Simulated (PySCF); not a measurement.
B(Me)(OH)2, SMILES B(O)(O)C (CH₅BO₂) at its PBE0/def2-SVP optimised geometry (Å):

```
9

B     -0.6453    -0.0044     0.0000
C      0.9418    -0.0044     0.0000
H      1.3298     0.5099    -0.8956
H      1.3931    -1.0082     0.0209
H      1.3326     0.5485     0.8708
O     -1.3931    -1.1422    -0.0020
H     -0.8515    -1.9344    -0.0018
O     -1.3634     1.1541     0.0000
H     -0.8045     1.9344     0.0001
```

Method: PySCF 2.14.0 with PBE0/def2-TZVP.

Map of the electron localisation function on the plane z = 1.2 Å:

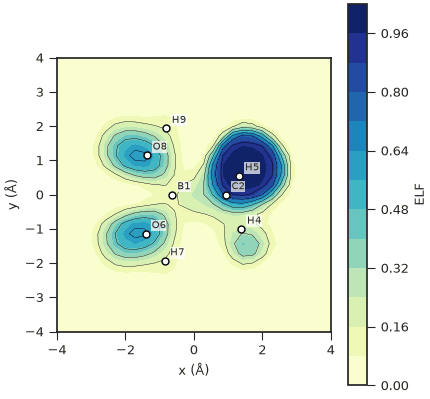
Fig. 1. Electron localisation function on the plane z = 1.2 Å.
